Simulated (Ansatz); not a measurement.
## Σ5 (310) boundary in bcc W: structure and resistance

How much does the Σ5 (310) boundary in bcc W reflect electrons?

Method: Ansatz plane-wave DFT, PBE, PAW files; relaxation of a bicrystal slab with its lowest layers held; PAW set soft_1, in the first sound run; inputs show where later runs differ, in Ansatz 0.2.0.

## (1) The starting structure

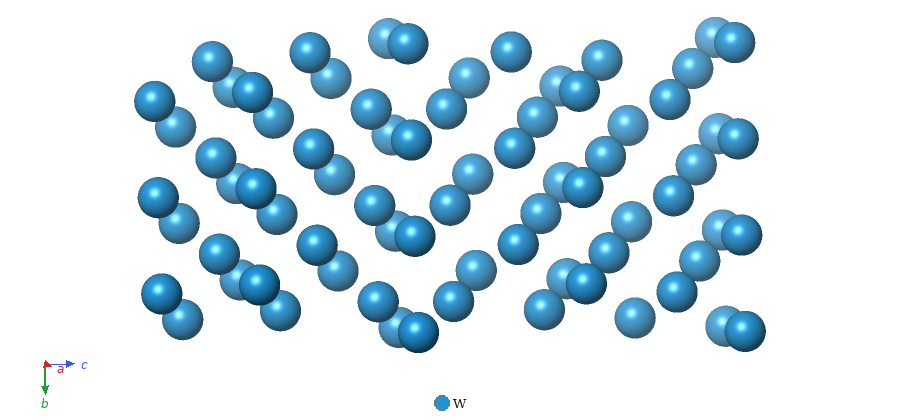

The cell as given, from the side, with the c axis across the page (tungsten blue). 1×3×1 cells are drawn. Some periodic images of atoms are drawn too.

The cell holds 19 atoms: 19 W. Its edges and angles: a = 5.248 Å, b = 3.165 Å, c = 29.414 Å, α = 90.0°, β = 90.0°, γ = 72.5°. It derives from W. built on the (3 1 0) plane; 1 overlapping atoms removed and the grains opened by 0.4 Å. Vacuum lies along c.

## (2) Relaxing the bicrystal

The boundary is built by mirroring the lower grain in the boundary plane and removing any atoms that overlap. A thin bicrystal slab is relaxed first, with the lowest layers held and the upper grain free to shift and open.

input.yaml reads:

```yaml
crystal:
  lattice:
    - [5.2482270683, 0.0, 0.0]
    - [0.9542231033, 3.0175184024, 0.0]
    - [0.0, 0.0, 29.4143574102]
  atoms:
    - { symbol: W, position: [0.8, 0.6000000001, 0.1699850155] }
    - { symbol: W, position: [0.2, 0.9, 0.2040091358] }
    - { symbol: W, position: [0.6, 0.2, 0.238033256] }
    - { symbol: W, position: [0.0, 0.5, 0.2720573763] }
    - { symbol: W, position: [0.4, 0.8, 0.3060814965] }
    - { symbol: W, position: [0.8, 0.1, 0.3401056168] }
    - { symbol: W, position: [0.2, 0.4, 0.3741297371] }
    - { symbol: W, position: [0.6, 0.7, 0.4081538573] }
    - { symbol: W, position: [0.0, 0.0, 0.4421779776] }
    - { symbol: W, position: [0.6, 0.7, 0.4898008991] }
    - { symbol: W, position: [0.2, 0.4, 0.5238250193] }
    - { symbol: W, position: [0.8, 0.1, 0.5578491396] }
    - { symbol: W, position: [0.4, 0.8, 0.5918732599] }
    - { symbol: W, position: [0.0, 0.5, 0.6258973801] }
    - { symbol: W, position: [0.6, 0.2, 0.6599215004] }
    - { symbol: W, position: [0.2, 0.9, 0.6939456206] }
    - { symbol: W, position: [0.8, 0.6000000001, 0.7279697409] }
    - { symbol: W, position: [0.4, 0.3000000001, 0.7619938612] }
    - { symbol: W, position: [0.0, 1.0e-10, 0.7960179814] }
kpoints:
  mp_grid: { grid: [8, 8, 1] }
hamiltonian:
  xc: pbe
  pseudopotentials: { kind: paw, azcp: { folder: soft_1 } }
scf:
  occupations: { method: fermi_dirac, width: 0.1 }
relax:
  f_tol: 0.03
  max_steps: 80
  constraints: [{ sites: [0, 1, 2] }]
```

Started as:

```bash
$ ansatz run input.yaml --threads 8 --pin off --max-ram 15360MiB --backend cpu --events-out ev --progress --plain --runs-dir out
```

Numbers of over 12 decimals in the logs are rounded to 6 here.

What it wrote:

```text
Engine: ansatz 0.2.0, aarch64-unknown-linux-gnu
Pseudopotentials: kind: paw
Pseudopotential: W, paw, valence charge 14, recommended cutoff 420 eV (normal), soft_1/W.paw.azcp
Functional definition: PBE
  parameter kappa = 0.804
  parameter beta = 0.066725
  exchange = pbe_x(kappa = kappa, mu = beta*pi^2/3)
  correlation = pbe_c(beta = beta)
Crystal: 19 atoms, lattice volume = 465.824 Å³
Basis set: ecut = 420 eV, 9131 PW (Γ), exchange–correlation on 72×48×400 points (8 copies of the dense FFT grid, shifted against one another)
Bands: 160, of which v1, the nominal top of the filled ones, is band 133 counted from 1 (132 counted from 0)
Symmetry: 2 space group operations
Space group: Cm (ITA 8), of the structure as read, at distance tolerance 7.8e-5 Å
k-points: 21 of 64 (time reversal used)
Non-local potential: W, projectors of the file, l = 0: 3, l = 1: 2, l = 2: 2, l = 3: 1
PAW form: soft (Blöchl's): semilocal exchange-correlation on the pseudo side does not see the compensation charge
PAW one-centre angular grid: W, 590 points (default); XC on 64 Gauss nodes
Initial density: superposition of atomic densities (neutral atoms: chi_scale 0, normalization atom)
Initial wavefunctions: pseudopotential atomic-orbital guess
Functional: x = pbe(κ = 0.804, μ = 0.219515), c = pbe(β = 0.066725)
SCF iter   1: F=—  HF=-197330.950934 eV  |F-HF|=—  |Δ(HF+E_count)|=         —  Δρ=5.94e-2  dr2=2.13e2  ethr=3.10e-3  ⟨swp⟩=8.6  Hψ=15094  notcnv=0
preconditioner: auto → LDOS  [metal: Δε(μ)=0.009 eV  Ē_g=5.082 eV  σ=0.100 eV  W_gap=0.02  n_scr=116 (ndim 8)  ℏωp=18.4 eV  f_vac=0.278  D(μ)=12.35/eV (n_scr^D=82)  β→1.0]
SCF iter   2: F=—  HF=-197330.077338 eV  |F-HF|=—  |Δ(HF+E_count)|=   8.74e-1  Δρ=5.72e-2  dr2=3.12e2  ethr=3.10e-3  ⟨swp⟩=9.9  Hψ=13022  notcnv=0  defer=15
SCF iter   3: F=—  HF=-197322.360666 eV  |F-HF|=—  |Δ(HF+E_count)|=    7.72e0  Δρ=1.15e-2  dr2=5.43e0  ethr=3.10e-3  ⟨swp⟩=6.9  Hψ=9682  notcnv=0  defer=26
SCF iter   4: F=—  HF=-197322.116617 eV  |F-HF|=—  |Δ(HF+E_count)|=   2.44e-1  Δρ=3.24e-3  dr2=1.62e-1  ethr=2.04e-3  ⟨swp⟩=3.1  Hψ=4585  notcnv=0  defer=10
SCF iter   5: F=—  HF=-197322.092558 eV  |F-HF|=—  |Δ(HF+E_count)|=   2.41e-2  Δρ=1.38e-3  dr2=6.12e-2  ethr=6.09e-5  ⟨swp⟩=4.0  Hψ=5526  notcnv=0  defer=13
SCF iter   6: F=—  HF=-197322.091868 eV  |F-HF|=—  |Δ(HF+E_count)|=   6.90e-4  Δρ=6.42e-4  dr2=1.46e-2  ethr=2.30e-5  ⟨swp⟩=2.2  Hψ=4491  notcnv=0  defer=7
SCF iter   7: F=—  HF=-197322.091150 eV  |F-HF|=—  |Δ(HF+E_count)|=   7.18e-4  Δρ=1.67e-4  dr2=3.65e-4  ethr=5.48e-6  ⟨swp⟩=2.0  Hψ=4549  notcnv=0  defer=8
SCF iter   8: F=—  HF=-197322.091176 eV  |F-HF|=—  |Δ(HF+E_count)|=   2.63e-5  Δρ=6.80e-5  dr2=1.57e-4  ethr=1.37e-7  ⟨swp⟩=3.0  Hψ=5673  notcnv=0  defer=8
SCF iter   9: F=-197322.091174 eV  HF=-197322.091178 eV  |F-HF|=3.96e-6  |Δ(HF+E_count)|=   1.76e-6  Δρ=2.06e-5  dr2=8.66e-6  ethr=8.46e-9  ⟨swp⟩=4.0  Hψ=12664  notcnv=0
SCF 1 converged in 9 iterations: F = -197322.091174 eV  dr2 = 8.66e-6
  greatest PAW one-centre occupation: 0.999 electrons in one spin orbital (limit 2), on the W atom at site 16 (counted from 0), in its partial waves of l = 0
relax step   1: F+E_penalty+E_count = -197322.09117377 eV  Δ(F+E_penalty+E_count) = +0.000e0 eV  max|allowed force component| = 2.847e0 eV/Å  Δτ_max = 0.0000 Å  (9 SCF iters, dr2 threshold 2.25e-5 eV, accepted)
Initial density: handed on by an earlier stage of this run
Initial wavefunctions: those handed on with the density
iter 1 solved again at ethr=1.22e-3 eV; its pass at ethr=3.10e-3 eV (dr2=3.25e0 eV) is discarded
SCF iter   1: F=—  HF=-197322.860162 eV  |F-HF|=—  |Δ(HF+E_count)|=         —  Δρ=1.32e-2  dr2=3.22e0  ethr=1.22e-3  ⟨swp⟩=1.7  Hψ=12561  notcnv=0  defer=2
preconditioner: auto → LDOS  [metal: Δε(μ)=0.009 eV  Ē_g=4.679 eV  σ=0.100 eV  W_gap=0.02  n_scr=116 (ndim 8)  ℏωp=18.4 eV  f_vac=0.286  D(μ)=13.15/eV (n_scr^D=90)  β→1.0]
SCF iter   2: F=—  HF=-197322.735894 eV  |F-HF|=—  |Δ(HF+E_count)|=   1.24e-1  Δρ=6.21e-3  dr2=6.22e-1  ethr=1.21e-3  ⟨swp⟩=4.0  Hψ=6185  notcnv=0  defer=5
SCF iter   3: F=—  HF=-197322.642938 eV  |F-HF|=—  |Δ(HF+E_count)|=   9.30e-2  Δρ=1.96e-3  dr2=6.24e-2  ethr=2.34e-4  ⟨swp⟩=3.3  Hψ=6873  notcnv=0  defer=5
SCF iter   4: F=—  HF=-197322.631121 eV  |F-HF|=—  |Δ(HF+E_count)|=   1.18e-2  Δρ=4.03e-4  dr2=4.18e-3  ethr=2.35e-5  ⟨swp⟩=2.5  Hψ=5470  notcnv=0  defer=5
SCF iter   5: F=—  HF=-197322.631158 eV  |F-HF|=—  |Δ(HF+E_count)|=   3.67e-5  Δρ=1.31e-4  dr2=4.22e-4  ethr=1.57e-6  ⟨swp⟩=2.0  Hψ=4600  notcnv=0  defer=5
SCF iter   6: F=-197322.631184 eV  HF=-197322.631203 eV  |F-HF|=1.82e-5  |Δ(HF+E_count)|=   4.49e-5  Δρ=5.42e-5  dr2=3.90e-5  ethr=3.76e-8  ⟨swp⟩=3.2  Hψ=12586  notcnv=0
SCF 2 converged in 6 iterations: F = -197322.631184 eV  dr2 = 3.90e-5
  greatest PAW one-centre occupation: 0.999 electrons in one spin orbital (limit 2), on the W atom at site 2 (counted from 0), in its partial waves of l = 0
relax step   2: F+E_penalty+E_count = -197322.63118436 eV  Δ(F+E_penalty+E_count) = -5.400e-1 eV  max|allowed force component| = 1.025e0 eV/Å  Δτ_max = 0.1995 Å  (6 SCF iters, dr2 threshold 1.00e-4 eV, accepted)
SCF iter   1: F=—  HF=-197322.764585 eV  |F-HF|=—  |Δ(HF+E_count)|=         —  Δρ=6.93e-3  dr2=9.08e-1  ethr=2.98e-3  ⟨swp⟩=4.4  Hψ=6083  notcnv=0  defer=6
preconditioner: auto → LDOS  [metal: Δε(μ)=0.016 eV  Ē_g=4.663 eV  σ=0.100 eV  W_gap=0.04  n_scr=116 (ndim 8)  ℏωp=18.4 eV  f_vac=0.284  D(μ)=12.83/eV (n_scr^D=82)  β→1.0]
SCF iter   2: F=—  HF=-197322.732453 eV  |F-HF|=—  |Δ(HF+E_count)|=   3.21e-2  Δρ=3.45e-3  dr2=2.23e-1  ethr=3.41e-4  ⟨swp⟩=2.6  Hψ=5721  notcnv=0  defer=6
SCF iter   3: F=—  HF=-197322.710306 eV  |F-HF|=—  |Δ(HF+E_count)|=   2.21e-2  Δρ=1.08e-3  dr2=2.06e-2  ethr=8.38e-5  ⟨swp⟩=2.6  Hψ=5069  notcnv=0  defer=5
SCF iter   4: F=—  HF=-197322.707079 eV  |F-HF|=—  |Δ(HF+E_count)|=   3.23e-3  Δρ=1.96e-4  dr2=5.86e-4  ethr=7.73e-6  ⟨swp⟩=3.0  Hψ=5810  notcnv=0  defer=5
SCF iter   5: F=-197322.706995 eV  HF=-197322.707021 eV  |F-HF|=2.59e-5  |Δ(HF+E_count)|=   5.75e-5  Δρ=6.58e-5  dr2=5.05e-5  ethr=2.47e-8  ⟨swp⟩=3.5  Hψ=14116  notcnv=0
SCF 3 converged in 5 iterations: F = -197322.706995 eV  dr2 = 5.05e-5
relax step   3: F+E_penalty+E_count = -197322.70699550 eV  Δ(F+E_penalty+E_count) = -7.581e-2 eV  max|allowed force component| = 7.069e-1 eV/Å  Δτ_max = 0.0812 Å  (5 SCF iters, dr2 threshold 6.57e-5 eV, accepted)
[...]
relax step   4: F+E_penalty+E_count = -197322.76164324 eV  Δ(F+E_penalty+E_count) = -5.465e-2 eV  max|allowed force component| = 5.997e-2 eV/Å  Δτ_max = 0.0480 Å  (5 SCF iters, dr2 threshold 6.48e-5 eV, accepted)
[...]
relax step   5: F+E_penalty+E_count = -197322.76310305 eV  Δ(F+E_penalty+E_count) = -1.460e-3 eV  max|allowed force component| = 3.013e-2 eV/Å  Δτ_max = 0.0133 Å  (7 SCF iters, accepted)
SCF iter   1: F=—  HF=-197322.763673 eV  |F-HF|=—  |Δ(HF+E_count)|=         —  Δρ=5.84e-4  dr2=7.64e-3  ethr=3.60e-5  ⟨swp⟩=2.1  Hψ=4879  notcnv=0  defer=5
preconditioner: auto → LDOS  [metal: Δε(μ)=0.014 eV  Ē_g=4.662 eV  σ=0.100 eV  W_gap=0.04  n_scr=116 (ndim 8)  ℏωp=18.4 eV  f_vac=0.284  D(μ)=12.79/eV (n_scr^D=82)  β→1.0]
SCF iter   2: F=—  HF=-197322.763536 eV  |F-HF|=—  |Δ(HF+E_count)|=   1.36e-4  Δρ=1.86e-4  dr2=4.08e-4  ethr=2.87e-6  ⟨swp⟩=1.6  Hψ=3926  notcnv=0  defer=5
SCF iter   3: F=—  HF=-197322.763491 eV  |F-HF|=—  |Δ(HF+E_count)|=   4.56e-5  Δρ=9.89e-5  dr2=1.28e-4  ethr=1.53e-7  ⟨swp⟩=3.0  Hψ=6567  notcnv=0  defer=5
SCF iter   4: F=—  HF=-197322.763475 eV  |F-HF|=—  |Δ(HF+E_count)|=   1.60e-5  Δρ=1.96e-5  dr2=2.88e-6  ethr=4.82e-8  ⟨swp⟩=2.2  Hψ=4714  notcnv=0  defer=5
SCF iter   5: F=—  HF=-197322.763274 eV  |F-HF|=—  |Δ(HF+E_count)|=   2.01e-4  Δρ=5.43e-6  dr2=3.24e-7  ethr=1.08e-9  ⟨swp⟩=3.0  Hψ=6698  notcnv=0  defer=5
SCF iter   6: F=-197322.763274 eV  HF=-197322.763274 eV  |F-HF|=2.37e-8  |Δ(HF+E_count)|=   6.78e-8  Δρ=2.16e-6  dr2=6.41e-8  ethr=3.76e-11  ⟨swp⟩=5.2  Hψ=11846  notcnv=0
SCF 6 converged in 6 iterations: F = -197322.763274 eV  dr2 = 6.41e-8
relax step   6: F+E_penalty+E_count = -197322.76327371 eV  Δ(F+E_penalty+E_count) = -1.707e-4 eV  max|allowed force component| = 1.591e-2 eV/Å  Δτ_max = 0.0068 Å  (6 SCF iters, accepted)
SCF converged after 6 iterations
Free energy (F): -197322.763274 eV
Harris-Foulkes:  -197322.763274 eV  (|F-HF|=2.37e-8)
Internal energy: -197322.337754 eV  (E = F + TS)
E sigma→0 (E₀):  -197322.550514 eV
Entropy (-TS):   -0.425520 eV (-22.396 meV/atom)
Fermi energy:    13.056897 eV
--- Per-component energies (eV) ---
  E_band       = -4036.050922
  E_kinetic    = 7988.427388
  E_local      = -228828.725469  (includes V_loc(G=0)·N_el)
  E_nonlocal   = -478.702914
  E_hartree    = 112372.101020
  E_xc         = -5070.969311
  E_vxc        = -4375.014612  (∫ρ·V_xc dr)
  E_paw        = -162978.168827  (= ΣΔE_a)
  E_vpaw       = -3086.183640  (= ΣTr[D̂ρ^β])
  E_aug_tail   = 0.002835  (compensation charges beyond the density's cutoff)
  E_ewald      = 79673.697524
  E_smearing   = -0.425520  (= −TS)
  E_closure    = -0.000000  (closes the sum)
  Σ components = -197322.763274   (vs F -197322.763274, Δ=0.00e0)
--- Forces (eV/Å), atoms counted from 1 ---
  atom   1  W      0.36219511    -0.11453615     1.90339542
  atom   2  W     -0.50829077     0.16073566    -0.81929175
  atom   3  W      0.14653785    -0.04633934    -1.09364920
  atom   4  W     -0.00205317     0.00064927    -0.00702462
  atom   5  W     -0.00229149     0.00072463     0.00801624
  atom   6  W      0.01216970    -0.00384840    -0.00298374
  atom   7  W     -0.00275097     0.00086993     0.00260928
  atom   8  W     -0.01118288     0.00353634     0.00683008
  atom   9  W     -0.00298039     0.00094248    -0.01590850
  atom  10  W      0.01376488    -0.00435284     0.01434138
  atom  11  W     -0.00136102     0.00043039    -0.00436544
  atom  12  W     -0.00344658     0.00108990     0.00211123
  atom  13  W     -0.00220951     0.00069871     0.00226001
  atom  14  W     -0.00133026     0.00042066     0.00059613
  atom  15  W      0.00252884    -0.00079969     0.00501409
  atom  16  W      0.00187281    -0.00059224    -0.00673984
  atom  17  W      0.00530412    -0.00167731    -0.00284046
  atom  18  W     -0.00396662     0.00125435     0.00631580
  atom  19  W     -0.00246917     0.00078082     0.00128853
  max |Σ_I F_I| component: 4.05e-5 eV/Å
--- Relaxed structure (6 steps of the walk, 6 accepted, 0 SCFs on fresh bases) ---
  F+E_penalty+E_count = -197322.76327371 eV   max|allowed force component| = 1.591e-2 eV/Å
  atoms:
    - { symbol: W, position: [0.800000, 0.600000, 0.169985] }
    - { symbol: W, position: [0.200000, 0.900000, 0.204009] }
    - { symbol: W, position: [0.600000, 0.2, 0.238033256] }
    - { symbol: W, position: [0.00253477, 0.498733, 0.271685] }
    - { symbol: W, position: [0.402710, 0.798645, 0.306076] }
    - { symbol: W, position: [0.805700, 0.097150, 0.340494] }
    - { symbol: W, position: [0.201250, 0.399375, 0.375709] }
    - { symbol: W, position: [0.601842, 0.699079, 0.406017] }
    - { symbol: W, position: [0.00933733, -0.00466866, 0.449747] }
    - { symbol: W, position: [0.601736, 0.699132, 0.493259] }
    - { symbol: W, position: [0.201251, 0.399374, 0.523293] }
    - { symbol: W, position: [0.804307, 0.097847, 0.558865] }
    - { symbol: W, position: [0.400282, 0.799859, 0.593434] }
    - { symbol: W, position: [0.00325513, 0.498372, 0.627064] }
    - { symbol: W, position: [0.605423, 0.197288, 0.661544] }
    - { symbol: W, position: [0.204612, 0.897694, 0.695741] }
    - { symbol: W, position: [0.800461, 0.599769, 0.730925] }
    - { symbol: W, position: [0.394673, 0.302664, 0.764931] }
    - { symbol: W, position: [0.014521, -0.00726069, 0.792605] }
```

It took 4 min on 8 threads of Arm Neoverse N1, shared host; peak memory 3.1 GiB; 31 min of CPU time.

Step by step:

```csv
step,energy less that of the first step (eV),largest force component (eV/Å)
1,0.0000,2.8470
2,-0.5400,1.0250
3,-0.6158,0.7069
4,-0.6705,0.0600
5,-0.6719,0.0301
6,-0.6721,0.0159
```

The run keeps the 2 symmetry operations that it works with, so distortions that break them were not tested.

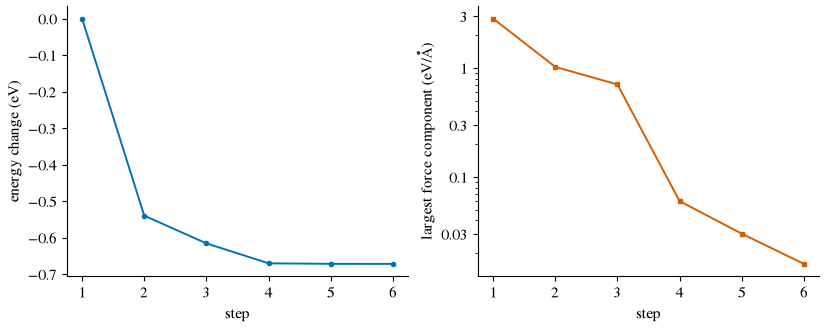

Energy and largest force along the relaxation.

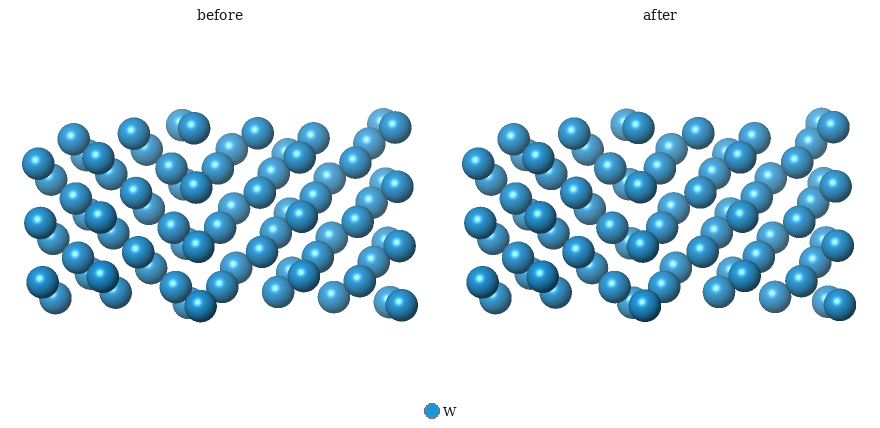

Before and after, at one scale.

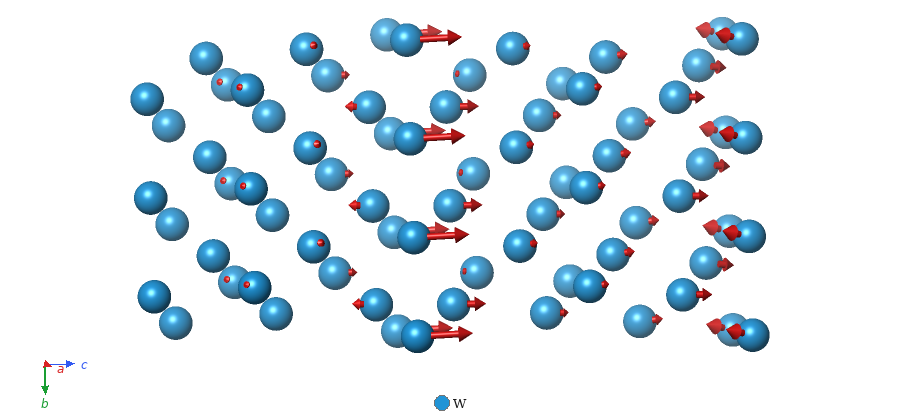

Displacements in the relaxation, exaggerated; the longest in the cell stands for 0.23 Å. 1×3×1 cells are drawn. Some periodic images of atoms are drawn too.

The atoms that moved most (Å):

```csv
atom,dx,dy,dz,length
W9,0.045,-0.014,0.223,0.227
W19,0.069,-0.022,-0.100,0.124
W10,0.008,-0.003,0.102,0.102
W18,-0.025,0.008,0.086,0.090
W17,0.002,-0.001,0.087,0.087
W8,0.009,-0.003,-0.063,0.064
W16,0.022,-0.007,0.053,0.058
W15,0.026,-0.008,0.048,0.055
```

Numbers from this step:

- free energy: -197322.7633 eV
- energy at zero smearing: -197322.5505 eV
- Fermi energy: 13.06 eV

The largest force component on a free atom ends at 0.016 eV/Å, under the tolerance of 0.03, after 6 steps.

[end of part 1 of 3]

[Logs are printed without paths, hosts, clocks, repeated set-up lines and the standing remarks that a program may print on its own settings, such as how far it seeks lower states.]

[Hosts, paths, dates, database ids (printed as entryN), source tags and the programs' standing remarks are cut or masked in the printed files.]
